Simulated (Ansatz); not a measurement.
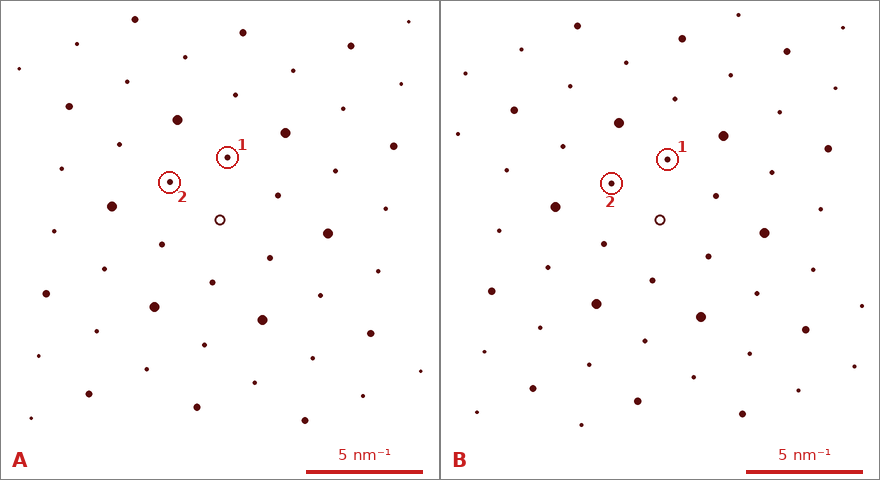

Kinematic electron diffraction patterns (200 kV, B = 0.5 Å², same scale) along [001] of the run's own cell, for the start and the end of one relaxation of Cd2As3 with Ansatz, DFT PBE, scalar-relativistic, plane waves, PAW. k mesh 12×12×6. The start is a generated model structure, and the relaxation ends in the nearest stationary point of its symmetry, not necessarily the ground state. Spot 1 is -1 1 0 and spot 2 is -1 0 0 in both.

Start structure:

```
CELL_PARAMETERS angstrom
4.36499 0.00000 0.00000
-2.18250 3.78019 0.00000
0.00000 0.00000 6.96395
ATOMIC_POSITIONS crystal
Cd 0.33333 0.66667 0.37296
Cd 0.66667 0.33333 0.62704
As 0.00000 0.00000 0.00000
As 0.33333 0.66667 0.80718
As 0.66667 0.33333 0.19282
```

Which pattern belongs to the start structure, and which to the relaxed one?

Answer. B is the start: its cell gives d(1) = 3.780 Å, d(2) = 3.780 Å and an angle of 60.0°. A is the relaxed structure, with d(1) = 3.661 Å (-3.2 %), d(2) = 3.661 Å (-3.2 %) and 60.0°.

Summarise the relaxation behind the change.

Answer. The volume changed by +0.2 % to 23.02 Å³ an atom; with the mean shift removed, the atoms moved by up to 0.05 Å relative to the cell (Cd most); the space group stayed P-3m1 (No. 164); the free energy fell by 7.2 meV an atom. Relaxed cell: a = 4.227 Å, b = 4.227 Å, c = 7.436 Å, α = 90.00°, β = 90.00°, γ = 120.00°.
